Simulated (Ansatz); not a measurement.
# AlClFH3O: what the fields show

Input

```
crystal:
  periodic: [false, false, false]
  atoms:
    - { symbol: Al, position_ang: [0.125006, -0.61767, -0.465973] }
    - { symbol: F, position_ang: [0.109466, -0.144491, 2.373081] }
    - { symbol: Cl, position_ang: [1.802276, 0.396397, -1.197648] }
    - { symbol: O, position_ang: [-1.387521, -0.141114, -1.039837] }
    - { symbol: H, position_ang: [-2.253972, -0.465998, -0.785143] }
    - { symbol: H, position_ang: [0.333916, -1.862523, 0.46489] }
    - { symbol: H, position_ang: [0.293429, -1.021001, 2.125331] }
basis:
  gaussian: { orbitals: def2-SVP }
hamiltonian:
  xc: r2scan
relax:
  f_tol: 0.03
  max_steps: 50
output:
  orbitals: {}
```

Launched as:

```sh
ansatz run input.yaml --threads 2 --pin off --max-ram 3072MiB --backend cpu --events-out ev --progress --plain --runs-dir out
```

The fields are those of the run's last geometry, not of the input's.

Computed with RKS r2SCAN/def2-SVP (Ansatz).

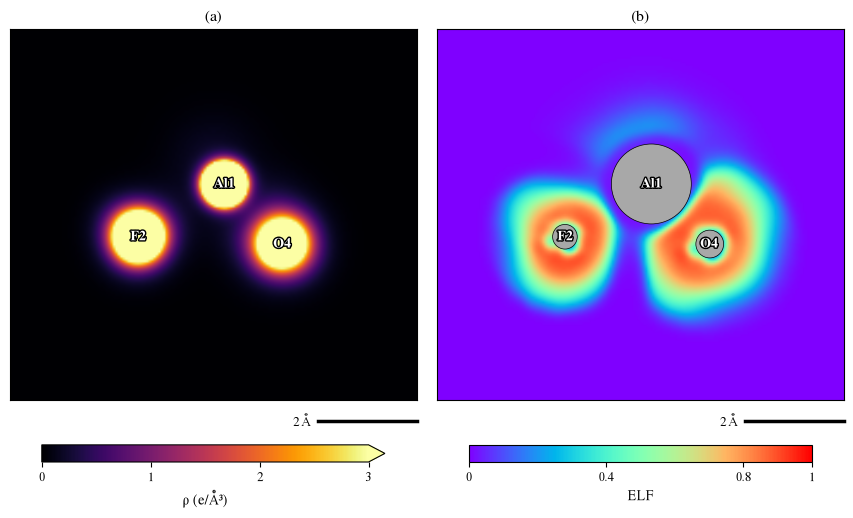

Figure 1. (a) electron density; (b) ELF on the plane of atoms F2, Al1 and O4. Grey discs cover the atomic cores in the ELF map.

Describe what can be read from this map.

Answer. The plane passes through Al, F and O nuclei.
Al–O (1.70 Å): the density is about 0.83 e/Å³ at the midpoint; the ELF peaks at about 0.85 in the valence shell of O, 0.6 Å from its nucleus, and is about 0.35 at the midpoint.
Al–F (2.05 Å): the density is about 0.29 e/Å³ at the midpoint; the ELF peaks at about 0.90 in the valence shell of F, 0.5 Å from its nucleus, and is about 0.30 at the midpoint.
The ELF also peaks beside F2, away from the bonds: lone-pair regions.

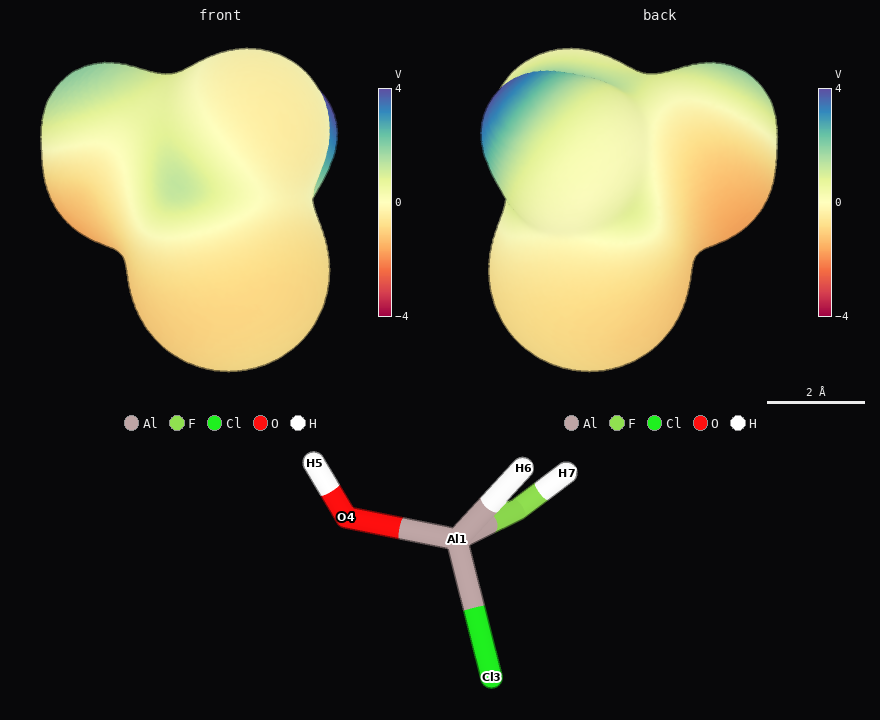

Figure 2. The electrostatic potential painted on the density surface at 0.001 e/bohr³, seen from the front and from behind; red is negative and blue positive. The bare structure is drawn below in the same view.

Where is the surface potential most negative and most positive?

Answer. The most negative region (about −1.6 V) lies over O4, the most positive (about +3.9 V) over H7. O4 is the likeliest acceptor of a hydrogen bond.

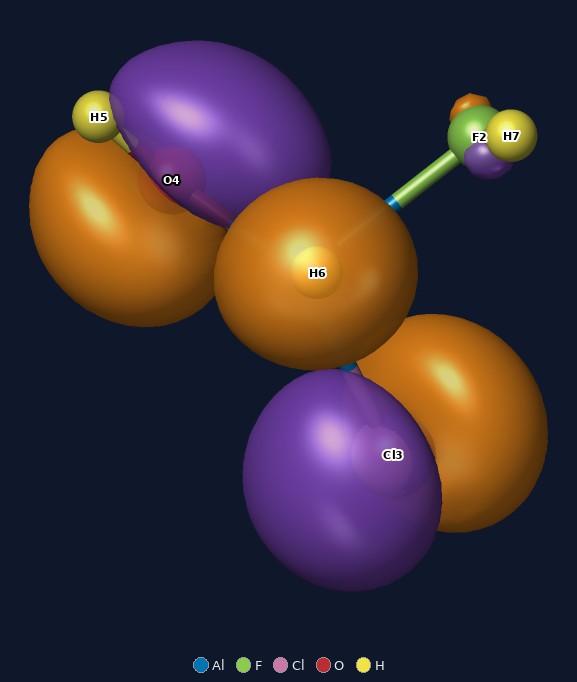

Figure 3. The HOMO−1 at ±0.1 Å⁻³ᐟ² (orange and purple are the two phases), seen at a tilt.

What is the character of this orbital?

Answer. It lies mainly on O4 (about 45 %), Cl3 (about 30 %) and H6 (about 10 %); largely a combination of lone pairs on O4 and Cl3. Its energy is −7.30 eV.

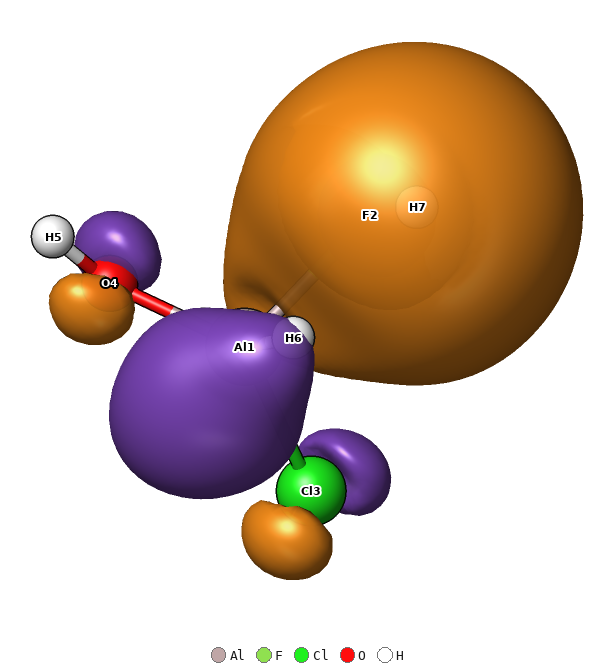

Figure 4. The LUMO at ±0.08 Å⁻³ᐟ² (orange and purple are the two phases), seen at a tilt.

What is the character of this orbital?

Answer. It lies mainly on H7 (about 45 %), F2 (about 25 %) and Al1 (about 20 %). Its energy is −0.49 eV.
